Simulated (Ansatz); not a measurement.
Fields on a plane of LiCl (rock salt)

```
CELL_PARAMETERS angstrom
      0.00000     2.57516     2.57516
      2.57516     0.00000     2.57516
      2.57516     2.57516     0.00000
ATOMIC_POSITIONS crystal
  Li 0.00000 0.00000 0.00000
  Cl 0.50000 0.50000 0.50000
```

The slice is a {100} plane (indices of the conventional cell) through the point (0.500, 0.500, 0.500) (fractional), spanned by u = [100] and v = [0 1 -1] in vectors of this cell: u (3.64 Å) and v (3.64 Å, at 90° to u). It covers one period; positions are fractions (u, v).

Atoms on it: Li at (0.50, 0.50); Cl at (0.00, 0.00).

All values below come from PBE (plane waves to 420 eV, PAW, scalar-relativistic; Ansatz, a quantum-chemistry and plane-wave program). k mesh 11×11×11. These are valence fields of a PAW run, semicore shells included where kept as valence: close to a nucleus they are smooth pseudo fields. LiCl was relaxed with its symmetry unable to fall.

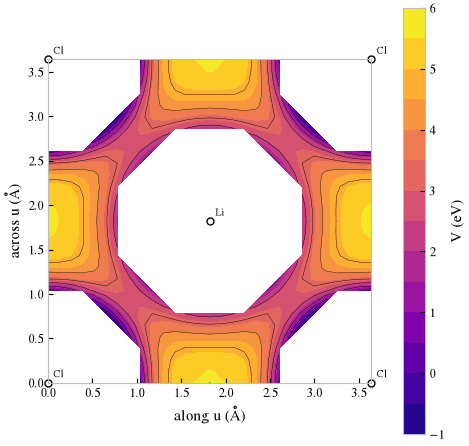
Fig. 1. Electrostatic potential energy of an electron, from the cell's mean, in eV, one period of the plane, atoms marked. Points within 1 Å of a nucleus are left white, as the pseudised field means little there. The zero, the cell's mean, hangs on the PAW cores.

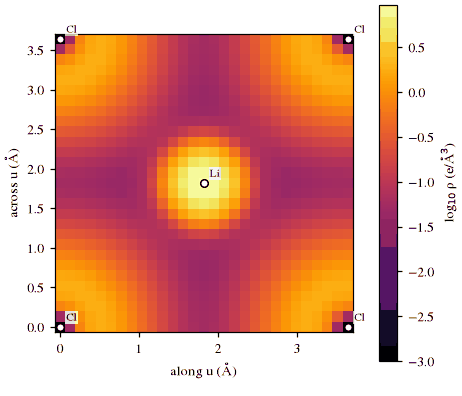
*Log₁₀ of the valence density in e/Å³, one period of the plane, atoms marked. The scale is logarithmic, as a density can span decades between atoms and voids; values under 0.001 e/Å³ are set to 0.001.*
